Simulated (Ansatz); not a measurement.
# SiI₂Cl₂: single-point calculation

SiI₂Cl₂, computed with RKS PBE0-D4/def2-TZVPP (Ansatz 0.2.0).

The geometry comes from this level: PBE0-D4/def2-TZVP.

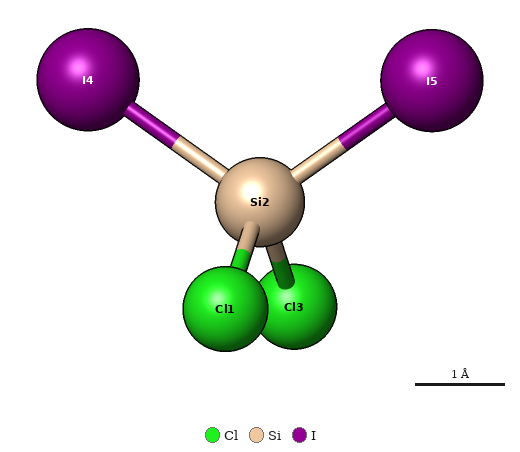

*The input geometry (ball-and-stick view, seen at a tilt; atoms are numbered from 1 in the order of the input).*

The input:
```yaml
crystal:
  periodic: [false, false, false]
  atoms:
    - {symbol: Cl, position_ang: [0.097987, -0.430623, 2.024195]}
    - {symbol: Si, position_ang: [0.055903, -0.060824, 0.025926]}
    - {symbol: Cl, position_ang: [1.498538, -1.181395, -0.865556]}
    - {symbol: I, position_ang: [-2.104745, -0.682126, -0.859799]}
    - {symbol: I, position_ang: [0.502217, 2.281368, -0.366266]}
basis:
  gaussian: {orbitals: def2-TZVPP}
hamiltonian: {xc: pbe0, dispersion: d4}
output: {orbitals: {seedname: orbitals}}
```

Machine: 4 threads of Arm Neoverse V2, 23 GiB of memory available, shared host.

Launched with:
```bash
ansatz run in.yaml --threads 4 --pin off --events-out ev --progress --plain --max-ram 10444MiB
```

What the program printed:
```
Functional definition: PBE0
  name "PBE0"
  cite "Adamo & Barone, J. Chem. Phys. 110, 6158 (1999) doi:10.1063/1.478522"
  cite "Perdew, Burke & Ernzerhof, Phys. Rev. Lett. 77, 3865 (1996) doi:10.1103/PhysRevLett.77.3865"
  parent pbe
  parameter a = 0.25
  parameter kappa = 0.804
  parameter beta = 0.06672455060314922
  exchange = (1 - a)*pbe_x(kappa = kappa, mu = beta*pi^2/3) + a*exact_x
  correlation = pbe_c(beta = beta)
1777 factors; their error is unknown
mean field evaluation 1: about -49119.3951 eV, gradient 1.4e1 eV
mean field evaluation 2: about -49119.5282 eV, gradient 1.3e1 eV
mean field evaluation 4: about -49119.8380 eV, gradient 1.1e0 eV
mean field evaluation 8: about -49120.4582 eV, gradient 2.7e-1 eV
mean field evaluation 16: about -49120.4582 eV, gradient 5.0e-5 eV
mean field -49120.45824772 eV, -1805.1435455612 hartree, gradient 5.0e-5 eV, S^2 0.000000; 0 other end points of the search recorded, 0 dependent functions left out
reference -49120.45827662 eV, -1805.1435466234 hartree; 49, 49 occupied and 177, 177 virtual orbitals, 1777 factors
Total energy: -49120.75493065 eV, -1805.1544484580 hartree
```

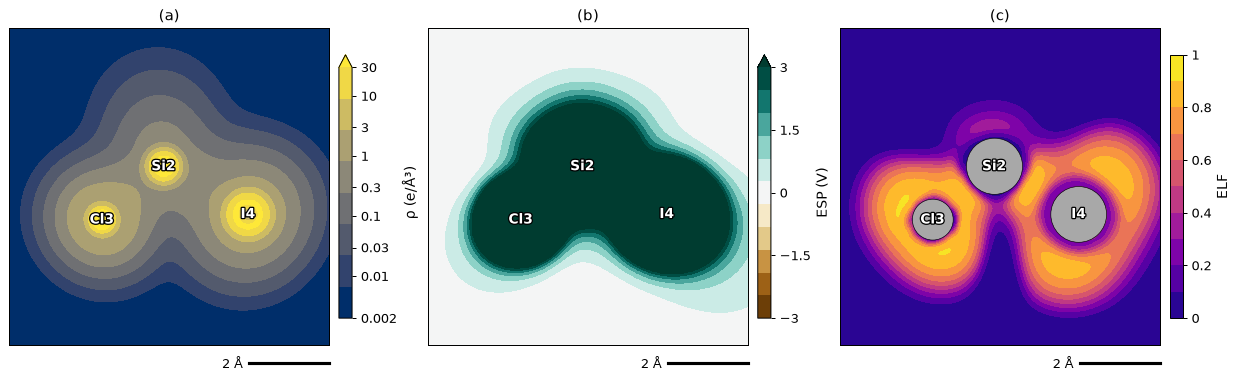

*(a) total electron density; (b) electrostatic potential; (c) electron localisation function on the plane of atoms Cl3, Si2 and I4. Grey discs, where drawn, cover atomic cores.*

Atoms in the plane: Si, Cl and I. Si–I (2.42 Å): ρ at the midpoint is about 0.68 e/Å³, with its minimum of 0.6 e/Å³ about 0.8 Å from Si; the ELF peaks at about 0.85 between the atoms (localised, shared-pair bonding). The potential has no marked negative region in this plane.

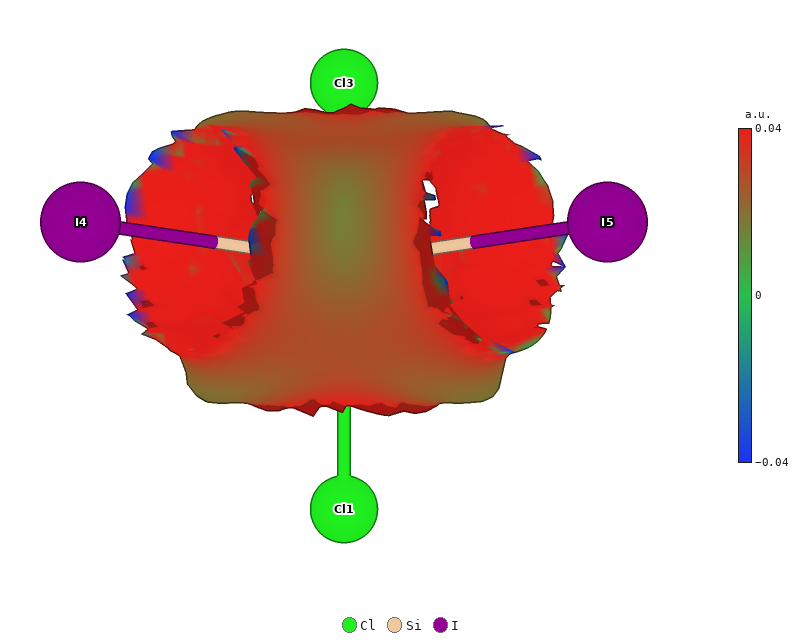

*Non-covalent interaction (NCI) plot: the surface where the reduced density gradient is 0.6, for densities under 0.05 a.u., coloured by sign(λ₂)ρ; seen from the side.*

Broad surface: van der Waals contact with attractive (blue) spots.

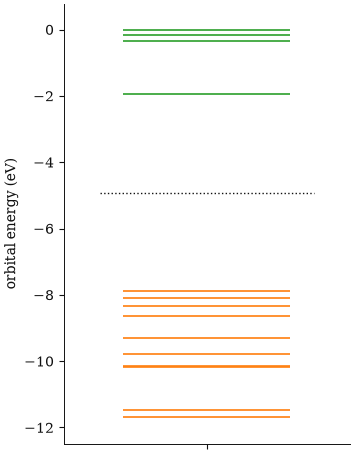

*Orbital energies near the frontier; the dotted line parts filled from empty levels, and levels within 0.02 eV of each other stand side by side.*

Highest filled −7.90 eV, lowest empty −1.96 eV, 5.94 eV apart.

Key numbers:

- outcome: converged
- total energy: −49120.7549 eV
- mean-field energy: −49120.4583 eV
- dispersion energy: −0.2967 eV
- SCF solution under orbital rotations: stable
- HOMO: −7.90 eV
- LUMO: −1.96 eV
- wall time: 3.9 s (CPU time 15 s)
- peak memory: 0.95 GiB
